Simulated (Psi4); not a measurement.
# C2H6Si (vinylsilane): OMP2/6-311+G(d,p) (density fitting for correlation)

What is the vertical ionisation energy of C2H6Si (vinylsilane) at OMP2/6-311+G** (density fitting for correlation)? 

The results are computed with Psi4 1.11.

### Step 1. The molecule

C2H6Si has 9 atoms, charge 0, and is taken as a singlet. As SMILES, `C=C[SiH3]`. The coordinates come from a PBE0-D4/def2-TZVP relaxation.

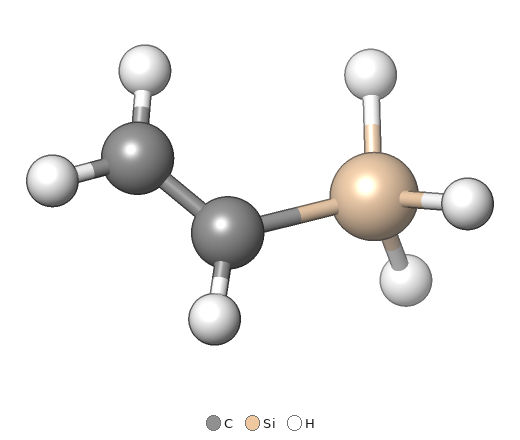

Viewed from a chosen angle; carbon grey, silicon light orange, hydrogen white.

### Step 2. A single-point energy at OMP2/6-311+G(d,p) (density fitting for correlation)

calc.py

```python
import psi4

psi4.set_memory(1600000000)
psi4.set_num_threads(1)
psi4.set_output_file('c2h6si.out', False)

mol = psi4.geometry("""
0 1
C     -0.713700     0.870200    -1.048300
C     -0.071300     0.712500     0.105600
Si     0.560600    -0.932000     0.700100
H     -0.905700     0.033000    -1.713900
H     -1.076700     1.838600    -1.381500
H      0.089400     1.592000     0.727600
H      2.035800    -0.893900     0.893800
H      0.223400    -1.972400    -0.307300
H     -0.053200    -1.294300     2.006700
symmetry c1
""")

psi4.set_options({
    'puream': True,
    'e_convergence': 1e-09,
    'd_convergence': 1e-08,
    'scf_type': 'pk',
    'num_frozen_docc': 7,
})

result, w = psi4.energy('omp2/6-311+G**', return_wfn=True)
print(f'omp2/6-311+G** energy: {result:.10f} Eh')
```

Run with:

```bash
$ python calc.py
```

c2h6si.out:

```text
[...]
  Running in c1 symmetry.
[...]
  Nuclear repulsion =   98.321908362882866
[...]
  Multiplicity = 1
[...]
  Nalpha       = 16
  Nbeta        = 16
[...]
    Number of basis functions: 110
[...]
   @RHF iter   1:  -368.05134042699609   -7.19217e-01   3.74444e-03 DIIS/ADIIS
[...]
   @RHF iter  11:  -368.15900714041902   -2.58069e-11   5.29474e-09 DIIS
[...]
    Orbital Energies [Eh]
    ---------------------
    Doubly Occupied:
       1A    -68.773791     2A    -11.245249     3A    -11.225501
       4A     -6.120740     5A     -4.227764     6A     -4.227556
       7A     -4.227544     8A     -1.042962     9A     -0.801090
      10A     -0.707193    11A     -0.629507    12A     -0.568449
      13A     -0.485666    14A     -0.477591    15A     -0.455093
      16A     -0.381430
[...]
  @RHF Final Energy:  -368.15900714041902
   => Energetics <=
    Nuclear Repulsion Energy =             98.3219083628828656
    One-Electron Energy =                -701.7675805605645110
    Two-Electron Energy =                 235.2866650572626668
    Total Energy =                       -368.1590071404190212
[...]
 Multipole Moments:
 ------------------------------------------------------------------------------------
     Multipole            Electronic (a.u.)      Nuclear  (a.u.)        Total (a.u.)
 ------------------------------------------------------------------------------------
 L = 1.  Multiply by 2.5417464519 to convert [e a0] to [Debye]
 Dipole X            :          0.2157465           -0.3346190           -0.1188725
 Dipole Y            :          0.1317030            0.0838217            0.2155247
 Dipole Z            :          0.4548369           -0.6007496           -0.1459127
 Magnitude           :                                                    0.2861330
[...]
	Warning: cc_lambda option is changed to TRUE
	For this residual convergence, default PCG convergence is:     1.00e-07
[...]
	DF-MP2 Total Energy (a.u.)         :  -368.55082800587263
[...]
	DF-MP2 Total Energy (a.u.)         :  -368.55533451329001
[...]
	DF-OMP2 Total Energy (a.u.)        :  -368.55533451328751
[...]
```

Standard output:

```text
omp2/6-311+G** energy: -368.5553345133 Eh
```

Run time: 25 s. Hardware: 1 thread of AMD EPYC 9R45 (Zen 5), shared host; peak memory 0.47 GiB.

### Step 3. The doublet cation at the same level

calc.in

```
memory 1600 MB

molecule mol {
  1 2
  C
  C 1 R2
  Si 2 R3 1 A3
  H 1 R4 2 A4 3 D4
  H 1 R5 4 A5 2 D5
  H 2 R6 1 A6 5 D6
  H 3 R7 2 A7 6 D7
  H 3 R8 7 A8 2 D8
  H 3 R9 8 A9 7 D9

  R2 = 1.33005
  R3 = 1.85933
  A3 = 123.12082
  R4 = 1.086642
  A4 = 121.69498
  D4 = 0.00652
  R5 = 1.086549
  A5 = 116.09128
  D5 = 179.99834
  R6 = 1.089141
  A6 = 118.09771
  D6 = 0.00363
  R7 = 1.48835
  A7 = 110.84382
  D7 = -59.75686
  R8 = 1.48694
  A8 = 109.32065
  D8 = 120.14416
  R9 = 1.48836
  A9 = 109.32459
  D9 = -117.42965
  symmetry c1
}

set basis 6-311+G**
set reference uhf
set puream true
set e_convergence 1e-09
set d_convergence 1e-08
set scf_type pk
set num_frozen_docc 7
set maxiter 100

energy("omp2")
```

Run with:

```bash
$ psi4 calc.in calc.out -n 1
```

calc.out:

```text
[...]
  Running in c1 symmetry.
[...]
  Nuclear repulsion =   98.321908453456402
[...]
  Multiplicity = 2
[...]
  Nalpha       = 16
  Nbeta        = 15
[...]
    Number of basis functions: 110
[...]
   @UHF iter   1:  -367.67106172699067   -3.38937e-01   3.32041e-03 ADIIS/DIIS
[...]
   @UHF iter  16:  -367.83110190875385   -8.35598e-12   7.82774e-09 DIIS
[...]
   @S^2 Observed:                7.551687524E-01
[...]
    Orbital Energies [Eh]
    ---------------------
    Alpha Occupied:
       1A    -68.970856     2A    -11.562039     3A    -11.541939
       4A     -6.319256     5A     -4.426518     6A     -4.425682
       7A     -4.425609     8A     -1.379706     9A     -1.084100
      10A     -0.956531    11A     -0.908884    12A     -0.836641
      13A     -0.747673    14A     -0.715261    15A     -0.663048
      16A     -0.654554
    Alpha Virtual:
      17A     -0.163930    18A     -0.094492    19A     -0.066298
      20A     -0.055557    21A     -0.053063    22A     -0.045645
      23A     -0.030807    24A     -0.017127    25A     -0.014539
[...]
  @UHF Final Energy:  -367.83110190875385
   => Energetics <=
    Nuclear Repulsion Energy =             98.3219084534564018
    One-Electron Energy =                -693.9700191649430963
    Two-Electron Energy =                 227.8170088027328006
    Total Energy =                       -367.8311019087538511
  UHF NO Occupations:
  HONO-2 :   14  A 1.9993450
  HONO-1 :   15  A 1.9989620
[...]
 Multipole Moments:
 ------------------------------------------------------------------------------------
     Multipole            Electronic (a.u.)      Nuclear  (a.u.)        Total (a.u.)
 ------------------------------------------------------------------------------------
 L = 1.  Multiply by 2.5417464519 to convert [e a0] to [Debye]
 Dipole X            :          0.0000656            0.0001406            0.0002062
 Dipole Y            :          1.2152383            0.0016974            1.2169358
 Dipole Z            :         -0.5614891           -0.6927432           -1.2542323
 Magnitude           :                                                    1.7475787
[...]
	Warning: cc_lambda option is changed to TRUE
	For this residual convergence, default PCG convergence is:     1.00e-07
[...]
	DF-SCS-MP2 Total Energy (a.u.)     :  -368.17760166785422
	DF-SOS-MP2 Total Energy (a.u.)     :  -368.18340167049308
[...]
	DF-SCS-OMP2 Total Energy (a.u.)    :  -368.18163507469711
	DF-SOS-OMP2 Total Energy (a.u.)    :  -368.15830952399835
	DF-SCS(N)-OMP2 Total Energy (a.u.) :  -367.94397230421964
[...]
	DF-OMP2 Total Energy (a.u.)        :  -368.17203682144100
[...]
```

It took 61 s on 1 thread of AMD EPYC 9R45 (Zen 5), shared host; peak memory 0.47 GiB.

### Step 4. What came out

At OMP2/6-311+G** (density fitting for correlation), 7 core orbitals frozen:

| quantity | value |
| --- | --- |
| singlet C2H6Si: total energy | -368.55533 Eh |
| singlet C2H6Si: HOMO energy (Hartree–Fock orbitals) | -10.38 eV |
| singlet C2H6Si: LUMO energy (Hartree–Fock orbitals) | 1.63 eV |
| singlet C2H6Si: HOMO–LUMO gap (Hartree–Fock orbitals) | 12.01 eV |
| singlet C2H6Si: correlation energy (7 core orbitals frozen) | -396.3 mEh |
| doublet cation: total energy | -368.17204 Eh |
| doublet cation: HOMO energy (Hartree–Fock orbitals) (highest over α and β) | -17.81 eV |
| doublet cation: LUMO energy (Hartree–Fock orbitals) (lowest over α and β) | -7.61 eV |
| doublet cation: correlation energy (7 core orbitals frozen) | -340.9 mEh |
| doublet cation: ⟨S²⟩ of the reference determinant | 0.755 |
| vertical ionisation energy (to the doublet cation) | 10.430 eV |

In words: Removing an electron at fixed nuclei costs 10.43 eV (1006 kJ/mol).
